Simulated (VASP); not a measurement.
Band structure of Sn (beta). Level of theory: revTPSS meta-GGA, VASP's PBE PAW potentials (set 64) (plane waves; VASP 6.6.1).

Unless said otherwise, spin-orbit coupling is left out, though it shifts the bands of the heavy elements here.

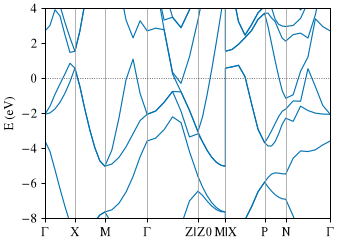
*Bands along high-symmetry lines, zero at the valence-band maximum or, without a gap, the Fermi level*

### Question
Read the plot: is there a gap, and where are the band edges?

### Answer
It has no gap at this level: it comes out as a metal or semimetal.

The compound is Sn in the beta structure. It was relaxed first.
